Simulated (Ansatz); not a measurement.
**Br2H4N2Si: density, localisation and related maps**

| atom | x (Å) | y (Å) | z (Å) |
| --- | --- | --- | --- |
| Br | 2.4966 | -0.3124 | 0.2872 |
| Br | 0.0170 | -1.6935 | -1.8758 |
| N | -0.2964 | 1.2269 | -0.7869 |
| N | -0.4601 | -0.6161 | 1.2763 |
| Si | 0.3138 | -0.2484 | -0.1950 |
| H | -0.2098 | 1.4560 | -1.7700 |
| H | -0.2689 | 2.0492 | -0.1936 |
| H | -0.0302 | -1.2586 | 1.9312 |
| H | -1.4734 | -0.6494 | 1.3095 |

Geometry: PBE0-D4/def2-SVP.

Computed with Ansatz 0.2.0, isolated molecule in a Gaussian basis; Kohn-Sham density functional theory, functional PBE0.

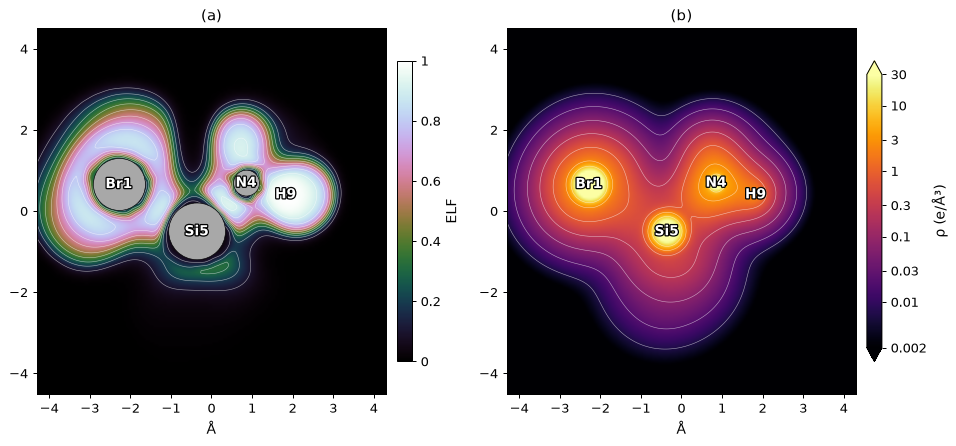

Figure 1. (a) electron localisation function; (b) electron density on the plane of atoms Si5, N4 and H9. Grey discs cover the atomic cores in the ELF map.

Q: Interpret the plot.

A:
- Atoms in the plane: Br, N, Si and H.
- Si–N (1.70 Å): the density is about 1.1 e/Å³ at the midpoint; the ELF peaks at about 0.90 between the atoms: a shared but strongly polarised pair.
- Si–Br (2.24 Å): the density is about 0.76 e/Å³ at the midpoint; the ELF peaks at about 0.90 between the atoms (a shared but strongly polarised pair).
- N–H (1.01 Å): ρ is about 2.8 e/Å³ halfway; the ELF climbs to about 1 towards the hydrogen, as it does in any bond to H (an ordinary covalent bond to hydrogen).
- The ELF also peaks beside Br1, away from the bonds: lone-pair regions.

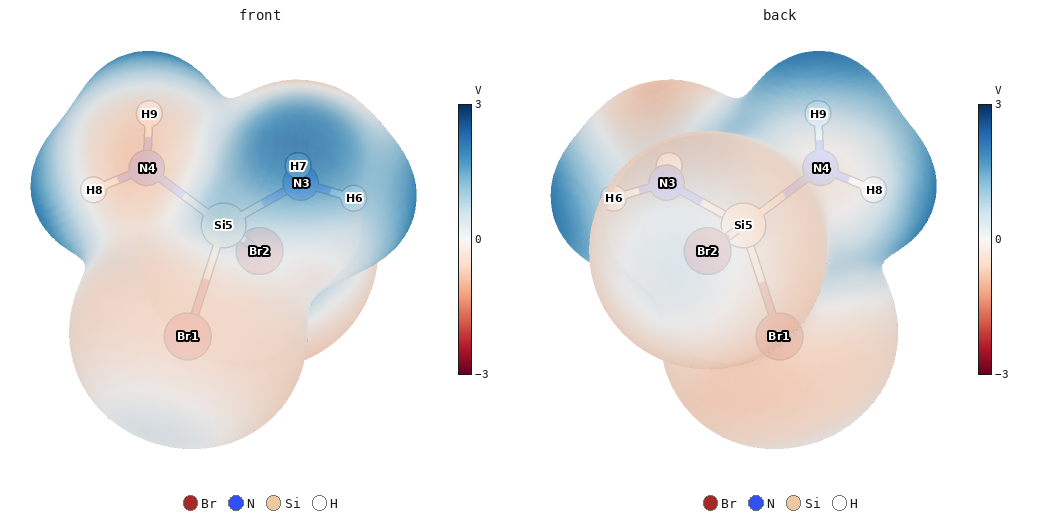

Figure 2. The molecular electrostatic potential painted on the density surface at 0.002 e/bohr³, seen from the front and from behind; red is negative and blue positive.

Q: Where is the surface potential most negative and most positive?

A: The most negative region (about −0.8 V, or −18 kcal/mol for a unit charge) lies over Br1, Br2, N3 and N4, the most positive (about +2.0 V, or +46 kcal/mol for a unit charge) over H6, H7, H8 and H9. Br1 shows a σ-hole: about +0.3 V, or +7 kcal/mol for a unit charge at the tip opposite its bond, against about −0.5 V, or −12 kcal/mol for a unit charge on its flanks. Br2 shows a σ-hole: about +0.3 V at the tip opposite its bond, against about −0.5 V, or −12 kcal/mol for a unit charge on its flanks.

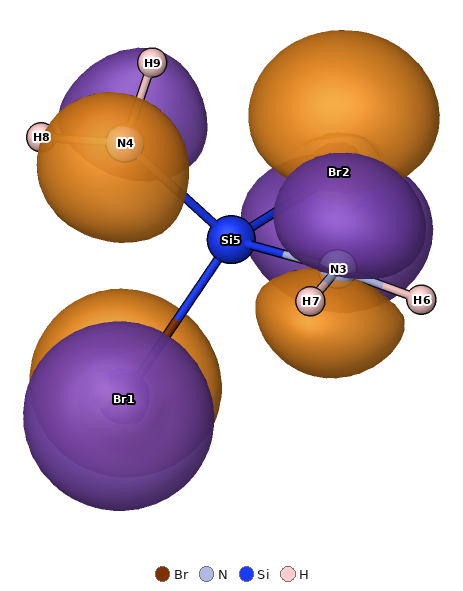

Figure 3. The HOMO at ±0.1 Å⁻³ᐟ² (orange and purple are the two phases), seen at an oblique angle.

Q: Describe this orbital and give its energy.

A: It lies mainly on Br1 (about 30 %), Br2 (about 30 %), N3 (about 15 %) and N4 (about 15 %); largely a combination of lone pairs on Br1, Br2, N3 and N4. Its energy is −7.86 eV.
